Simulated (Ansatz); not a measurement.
GaNH$_{4}$SCl$_{2}$: several calculations on one system

Part 1: Relaxation

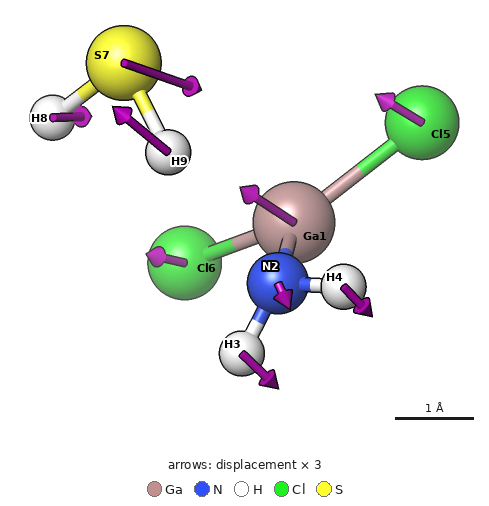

This is a relaxation of GaNH4SCl2. The starting structure is drawn; purple arrows show the displacements, magnified 3 times. The two geometries are superimposed by the best rigid fit.

The picture is a ball-and-stick view, seen from a free direction.

The run prepares an end point of a later path (reaction) calculation, from a guessed geometry.

Computed with RKS B3LYP-D4/def2-SVP (Ansatz 0.2.0).

Input
```yaml
crystal:
  periodic: [false, false, false]
  atoms:
    - { symbol: Ga, position_ang: [0.042745, -0.182808, 0.173815] }
    - { symbol: "N", position_ang: [-0.030287, -0.074305, 2.064796] }
    - { symbol: H, position_ang: [-0.782369, -0.611965, 2.497551] }
    - { symbol: H, position_ang: [0.849294, -0.26029, 2.547889] }
    - { symbol: Cl, position_ang: [1.909764, -0.009316, -0.863373] }
    - { symbol: Cl, position_ang: [-1.779493, -0.587571, -0.891801] }
    - { symbol: S, position_ang: [-0.783532, 3.104134, 0.875096] }
    - { symbol: H, position_ang: [-2.034375, 2.657899, 0.615768] }
    - { symbol: H, position_ang: [-0.572848, 2.105822, 1.811661] }
basis:
  gaussian: { orbitals: def2-SVP }
hamiltonian:
  xc: b3lyp
  dispersion: d4
relax:
  f_tol: 0.03
  max_steps: 50
```

Command:
```bash
ansatz run input.yaml --threads 4 --pin off --max-ram 5120MiB --backend cpu --events-out ev --progress --plain --runs-dir out
```

> Atoms of which element are displaced furthest, and by how much?

Sulfur: up to 0.52 Å, against 0.37 Å for gallium.

> Describe the change and its energy.

The atom that moves furthest after the best rigid fit is S7 (0.52 Å). By element the largest moves are S 0.52 Å, Ga 0.37 Å, H 0.37 Å, Cl 0.28 Å, N 0.14 Å. Among the contacts that change: Ga1–S7 3.461 → 2.648 Å, Ga1–N2 1.895 → 1.849 Å, Ga1–Cl6 2.149 → 2.181 Å, S7–H9 1.385 → 1.356 Å. New bonds form, among them: Ga1–S7 (3.46 → 2.65 Å). Bond angles that change, for instance: Cl5–Ga1–Cl6 120.9° → 118.3°. After 10 accepted moves (11 points after the start) the energy has fallen by 24.9 kJ/mol. The largest force component goes from 1.2 to 0.012 eV/Å. The line search rejected the trial step at point 3 of the run. The run took 28 s on 4 threads of Arm Neoverse V2, on a shared host, peak memory 0.33 GiB.

Limits of the set-up: the start holds two separate molecules, 2.3 Å apart at their closest, whose relative position is a soft coordinate.

Part 2: Relaxation

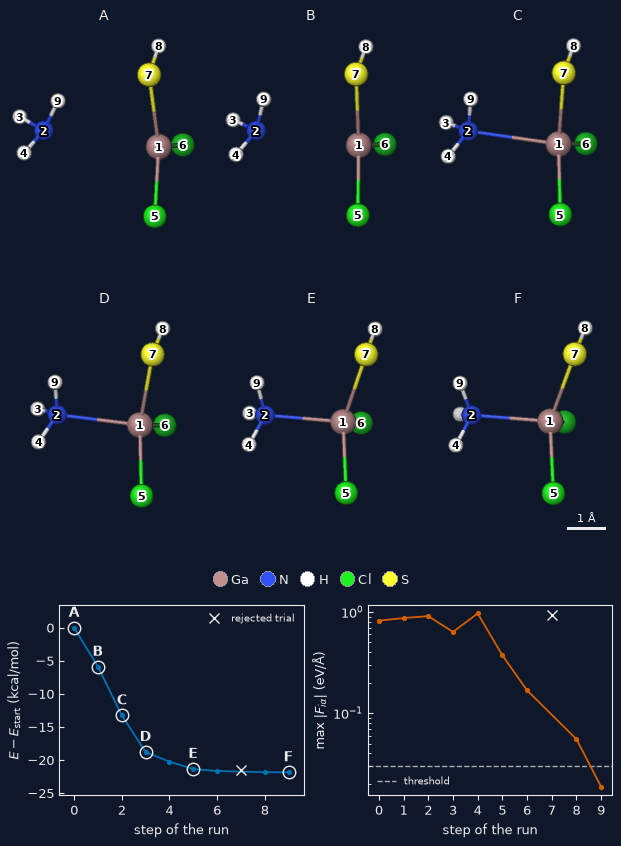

Frames of a relaxation of GaNH4SCl2, marked on the history of the run. Style: ball-and-stick. Shown at a tilt.

The run prepares an end point of a later path (reaction) calculation, from a guessed geometry.

Computed with RKS B3LYP-D4/def2-SVP in Ansatz.

The input:
```yaml
crystal:
  periodic: [false, false, false]
  atoms:
    - { symbol: Ga, position_ang: [-0.24836, 0.653652, -0.549411] }
    - { symbol: "N", position_ang: [-0.087641, 0.055019, 2.495465] }
    - { symbol: H, position_ang: [-0.755574, -0.336847, 3.157602] }
    - { symbol: H, position_ang: [0.85245, -0.099027, 2.861116] }
    - { symbol: Cl, position_ang: [1.767152, 0.025268, -0.943613] }
    - { symbol: Cl, position_ang: [-1.909987, -0.470278, -1.32308] }
    - { symbol: S, position_ang: [-0.604913, 2.669383, 0.397072] }
    - { symbol: H, position_ang: [-1.951344, 2.563367, 0.302669] }
    - { symbol: H, position_ang: [-0.242882, 1.081064, 2.433581] }
basis:
  gaussian: { orbitals: def2-SVP }
hamiltonian:
  xc: b3lyp
  dispersion: d4
relax:
  f_tol: 0.03
  max_steps: 50
output:
  orbitals: {}
```

Run as
```bash
ansatz run input.yaml --threads 4 --pin off --max-ram 5120MiB --backend cpu --events-out ev --progress --plain --runs-dir out
```

Describe the path.

After 8 accepted moves (9 points after the start) the energy has fallen by 21.8 kcal/mol. Largest force component: 0.82 eV/Å at the start, 0.019 eV/Å at the end. The line search rejected the trial step at point 7 of the run. Cl6 moves most after the best rigid fit: 0.88 Å. By element the largest moves are Cl 0.88 Å, H 0.84 Å, Ga 0.66 Å, N 0.38 Å, S 0.35 Å. Among the contacts that change: Ga1–N2 3.107 → 2.105 Å, Ga1–Cl5 2.148 → 2.187 Å, Ga1–S7 2.255 → 2.236 Å, N2–H9 1.040 → 1.023 Å. New bonds form, among them: Ga1–N2 (3.11 → 2.11 Å). Bond angles that change, for instance: Cl5–Ga1–Cl6 120.4° → 116.6°, Cl6–Ga1–S7 119.7° → 117.4°. From step 0 to 1: Ga and H atoms move most (0.20 Å), energy −5.89 kcal/mol. From step 1 to 2: Ga1 moves most (0.19 Å), energy −7.35 kcal/mol. From step 2 to 3: Cl6 moves most (0.19 Å), energy −5.53 kcal/mol. From step 3 to 5: Cl6 moves most (0.28 Å), energy −2.57 kcal/mol. From step 5 to 9: H9 moves most (0.11 Å), energy −0.51 kcal/mol.

```json
{"step": "0", "E − E(0), kcal/mol": "0.00", "largest force component, eV/Å": "0.8207", "note": ""}
{"step": "1", "E − E(0), kcal/mol": "-5.89", "largest force component, eV/Å": "0.8710", "note": ""}
{"step": "2", "E − E(0), kcal/mol": "-13.24", "largest force component, eV/Å": "0.9098", "note": ""}
{"step": "3", "E − E(0), kcal/mol": "-18.77", "largest force component, eV/Å": "0.6350", "note": ""}
{"step": "4", "E − E(0), kcal/mol": "-20.23", "largest force component, eV/Å": "0.9679", "note": ""}
{"step": "5", "E − E(0), kcal/mol": "-21.33", "largest force component, eV/Å": "0.3731", "note": ""}
{"step": "6", "E − E(0), kcal/mol": "-21.64", "largest force component, eV/Å": "0.1681", "note": ""}
{"step": "7", "E − E(0), kcal/mol": "-21.42", "largest force component, eV/Å": "0.9430", "note": "rejected"}
{"step": "8", "E − E(0), kcal/mol": "-21.82", "largest force component, eV/Å": "0.0553", "note": ""}
{"step": "9", "E − E(0), kcal/mol": "-21.84", "largest force component, eV/Å": "0.0187", "note": ""}
```

Limits of the set-up: the start holds two separate molecules, 2.6 Å apart at their closest, whose relative position is a soft coordinate.

Part 3: Path

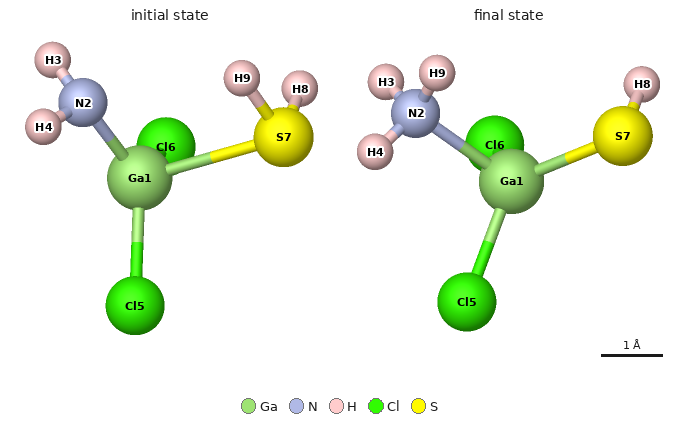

The two relaxed end points of a path for GaNH4SCl2. The picture is a ball-and-stick view, seen at a tilt.

All numbers below come from Ansatz, RKS B3LYP-D4/def2-SVP.

Set-up: 7 movable images; climbing image; force threshold 0.03 eV/Å; iteration limit 60.

Start:
```xyz
9

Ga   -0.0582    0.1364    0.3315
N    -0.0168   -0.1781    2.1529
H    -0.7175   -0.8402    2.4831
H     0.8912   -0.4607    2.5190
Cl    1.8022    0.2289   -0.7823
Cl   -1.8788   -0.4111   -0.7382
S    -0.6047    2.7162    0.5737
H    -1.9288    2.4996    0.3898
H    -0.6697    2.4507    1.9019
```

End:
```xyz
9

Ga   -0.2251    0.7039    0.1034
N    -0.0742    0.1691    2.1340
H    -0.7609   -0.5565    2.3543
H     0.8624   -0.1960    2.3240
Cl    1.7898    0.1016   -0.4958
Cl   -1.8587   -0.6492   -0.4466
S    -0.6703    2.8952    0.1335
H    -2.0012    2.6946   -0.0108
H    -0.2430    0.9788    2.7355
```

Question: What barrier does the band find between them, and by what path?

Answer: The highest point, image 3, lies 2.1 kcal/mol above the start and 33.4 kcal/mol above the end; the end is at −31.2 kcal/mol relative to the start. A hydrogen atom shifts from one atom to another. Breaking: S7–H9 (1.36 → 1.49 at the top → 3.26 Å). Forming: N2–H9 (2.72 → 1.64 at the top → 1.02 Å). The band converged in 11 iterations. The largest component of the band force went from 3.4 to 0.03 eV/Å. The climbing image converged on the top of the path. Its vibrational analysis gives one imaginary mode (453i cm⁻¹), as a transition state must have.

Energies of the converged images:

```
image  path (Å)  E (kcal/mol)
    0      0.00           0.0
    1      0.36           0.3
    2      0.72           1.0
    3      1.09           2.1
    4      1.48          -8.5
    5      1.87         -25.2
    6      2.27         -29.5
    7      2.66         -30.9
    8      3.05         -31.2
```

The geometry at the top of the path:

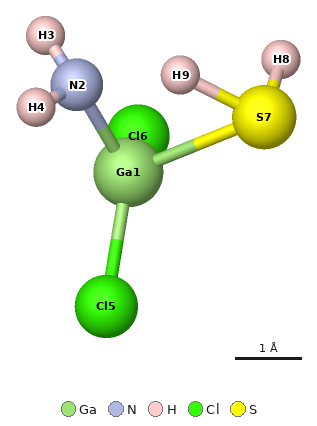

Cost: 2.8 min on 4 threads of Arm Neoverse V2, with other jobs on the host, peak memory 0.33 GiB.
